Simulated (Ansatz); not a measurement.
# C₄H₈ClNOZr: how energies converge with the basis set

How large a basis does C₄H₈ClNOZr need? Two functionals are run in growing sets.

Method: one geometry, several basis sets; program: Ansatz 0.2.0, Gaussian basis.

Plan: PBE0-D4/def2-SVP; ωB97M-V/def2-SVP; PBE0-D4/def2-QZVPP; ωB97M-V/def2-QZVPP; the functionals' def2-TZVPP values are taken from earlier runs.

1 further run of the same task is left out (it didn't finish).

**1. Structure used throughout**

An earlier PBE0-D4 in a triple-zeta def2 set relaxation fixed the geometry. Zr takes the def2 core potential; no spin-orbit term is included.

SMILES `C#[C][Zr]([OH])([Cl])[N](C)C`, 16 atoms, charge 0, spin multiplicity 1.

Atoms are counted from 1 here; the program's logs count them from 0.

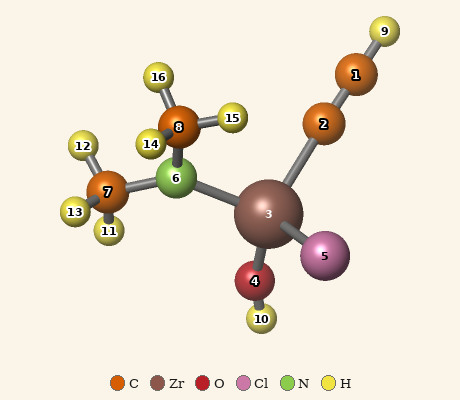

The structure; carbon orange, zirconium brown, oxygen red, chlorine pink, nitrogen green, hydrogen yellow; atoms are numbered from 1 in the order of the file.

**2. PBE0-D4 in def2-SVP**

Input file in.yaml:

```yaml
crystal:
  periodic: [false, false, false]
  atoms:
    - {symbol: C, position_ang: [-2.331173, -2.690955, 0.308082]}
    - {symbol: C, position_ang: [-1.791590, -1.706002, -0.158216]}
    - {symbol: Zr, position_ang: [-0.878833, 0.105310, -1.017751]}
    - {symbol: O, position_ang: [-0.126761, -0.260281, -2.730199]}
    - {symbol: Cl, position_ang: [-2.449345, 1.889965, -0.972187]}
    - {symbol: N, position_ang: [0.630690, 0.528766, 0.213733]}
    - {symbol: C, position_ang: [2.057383, 0.588942, 0.033248]}
    - {symbol: C, position_ang: [0.193250, 0.851797, 1.554568]}
    - {symbol: H, position_ang: [-2.805581, -3.555050, 0.716543]}
    - {symbol: H, position_ang: [-0.025858, -0.378650, -3.671086]}
    - {symbol: H, position_ang: [2.322097, 0.336211, -0.994863]}
    - {symbol: H, position_ang: [2.570506, -0.115827, 0.701110]}
    - {symbol: H, position_ang: [2.444795, 1.593669, 0.250250]}
    - {symbol: H, position_ang: [0.478379, 1.873335, 1.837300]}
    - {symbol: H, position_ang: [-0.899845, 0.785575, 1.639671]}
    - {symbol: H, position_ang: [0.611885, 0.153217, 2.289808]}
basis:
  gaussian: {orbitals: def2-SVP}
hamiltonian: {xc: pbe0, dispersion: d4}
output: {orbitals: {seedname: orbitals}}
```

Run with:

```bash
$ ansatz run in.yaml --threads 2 --pin off --events-out ev --progress --plain --max-ram 22528MiB --backend cpu
```

Further steps of the session: ωB97M-V in def2-SVP; PBE0-D4 in def2-QZVPP; ωB97M-V in def2-QZVPP.

Before running them: what should the planned runs give, taken together? Wanted: PBE0-D4: double and triple zeta above quadruple; ωB97M-V: double and triple zeta above quadruple.

**Answer**, as computed:

```
                                       quantity           value
PBE0-D4: double and triple zeta above quadruple  14.34, 0.88 eV
ωB97M-V: double and triple zeta above quadruple  14.62, 0.84 eV
```

PBE0-D4 gains 13.46 eV from double to triple zeta, then 0.88 eV more. These are total energies; as a rule much of such shifts cancels in differences, which this series doesn't test.
